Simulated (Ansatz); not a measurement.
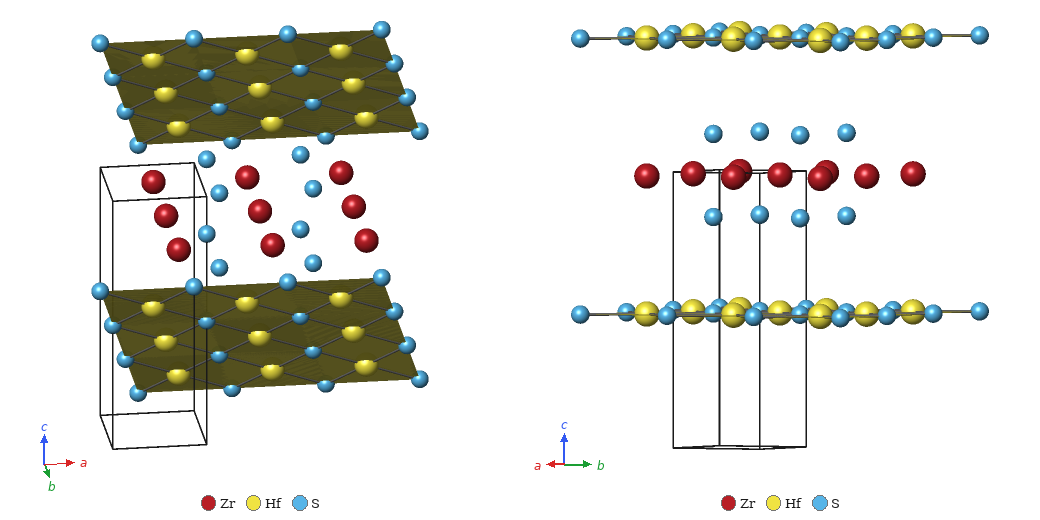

Polyhedra are drawn about Hf (bonds: Hf–S below 2.7 Å); other atoms are plain spheres. Two views of the same piece.

The compound is HfZrS₃ (space group P4/mmm, No. 123), taken as the geometry relaxed with Ansatz, DFT PBE, scalar-relativistic, plane waves, PAW; the starting structure was generated, so it need not be a known form of this composition.

What figure surrounds each Hf atom, and what does it share with the other drawn polyhedra?

Hf: HfS4 square, sharing corners with four neighbours and edges with four neighbours.

How do these polyhedra hang together as a whole?

They form layers of corner- and edge-sharing squares parallel to (001).
